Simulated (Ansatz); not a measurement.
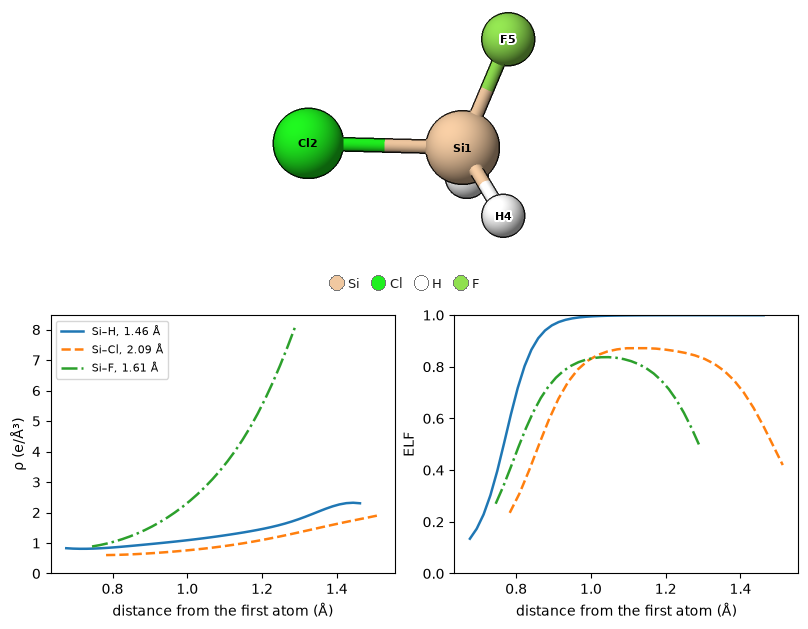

*ClFH2Si. Total electron density and electron localisation function along straight lines between neighbouring atoms. The curves leave out the atomic cores. The structure is drawn too.*

Not at a stationary point (largest force 1.3 eV/Å).

Level of theory: Ansatz 0.2.0, RKS LDA/def2-SVP.

The calculation's input:

```
crystal:
  periodic: [false, false, false]
  atoms:
    - { symbol: Si, position_ang: [0.0, 0.0, 0.0] }
    - { symbol: Cl, position_ang: [1.2713, 0.0, 1.9526] }
    - { symbol: H, position_ang: [1.6559, 0.0, 0.1178] }
    - { symbol: H, position_ang: [-0.6877, 1.1914, -0.4862] }
    - { symbol: F, position_ang: [-0.7489, -1.2974, -0.5295] }
basis:
  gaussian: { orbitals: def2-SVP }
hamiltonian:
  xc: lda
relax:
  f_tol: 0.15
  max_steps: 25
  restrain:
    - { distance: [1, 2], at: 2.57, k: 30.0 }
    - { distance: [0, 1], at: 2.13, k: 30.0 }
    - { distance: [0, 2], at: 1.46, k: 30.0 }
output:
  orbitals: {}
```

Run with:

```sh
ansatz run input.yaml --threads 1 --pin off --max-ram 2048MiB --backend cpu --events-out ev --progress --plain --runs-dir out
```

The fields are those of the run's last geometry, not of the input's.

> What can be read from the curves?

Si–H (1.46 Å): ρ at the midpoint is about 0.81 e/Å³; the ELF climbs to about 1 towards the hydrogen, as it does in any bond to H.
Si–Cl (2.09 Å): ρ is about 0.81 e/Å³ halfway; the ELF peaks at about 0.85 between the atoms, as expected for a polar covalent bond.
Si–F (1.61 Å): ρ at the midpoint is about 1 e/Å³; the ELF peaks at about 0.85 in the valence shell of F, 0.6 Å from its nucleus, and is about 0.50 at the midpoint.
